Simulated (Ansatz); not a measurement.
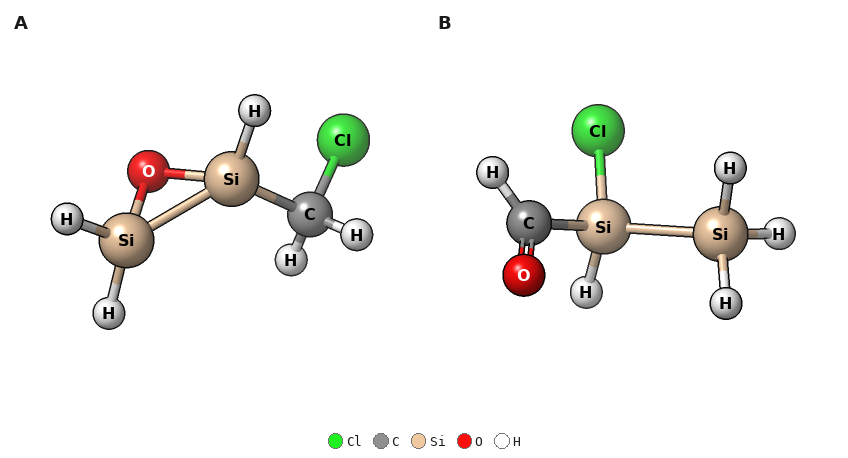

2 stationary structures of one formula. Geometries: PBE-D4/def2-SVP. Electronic energies: PBE-D4/def2-SVP (Ansatz 0.2.0), without zero-point energy. No frequency run is at hand to confirm each as a minimum. Each is one conformer, not always the lowest.

Question: Are they conformers, stereoisomers or constitutional isomers?

Answer: They are constitutional isomers of CH5ClOSi2: A `ClC[Si@H]1O[SiH2]1`, B `O=C[Si@H]([SiH3])Cl`.

Question: Which structure is the most stable?

Answer: B is lowest; A lies 2.5 kcal/mol above it.
